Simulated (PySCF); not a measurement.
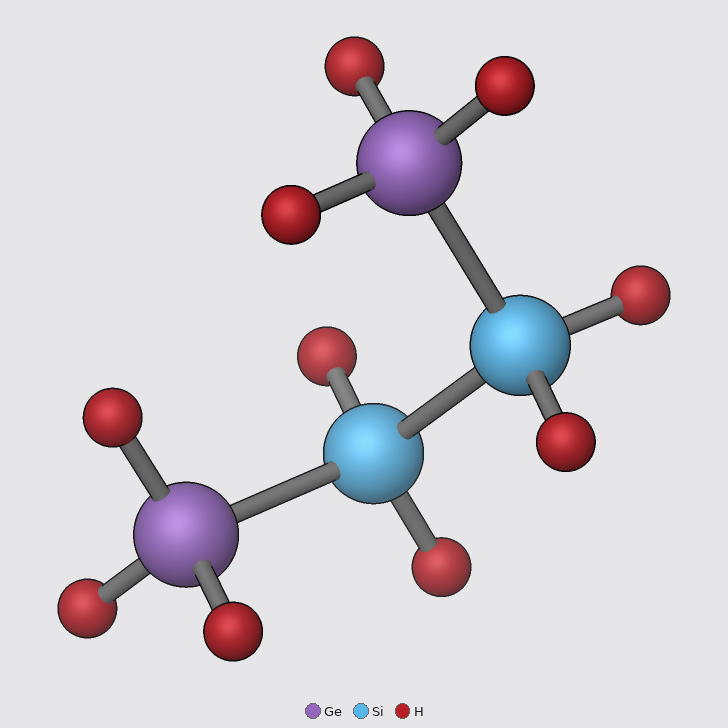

The geometry was computed by an optimisation with PBE0-D3(BJ)/def2-SVP. No frequency run is at hand to confirm it as a minimum.

Draw it as a skeletal formula.

SMILES: [GeH3][SiH2][SiH2][GeH3]

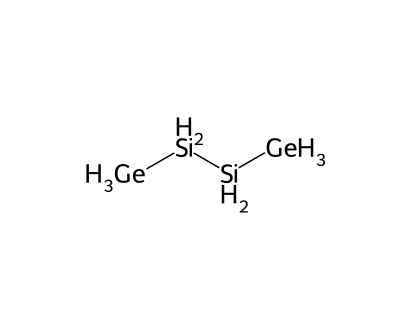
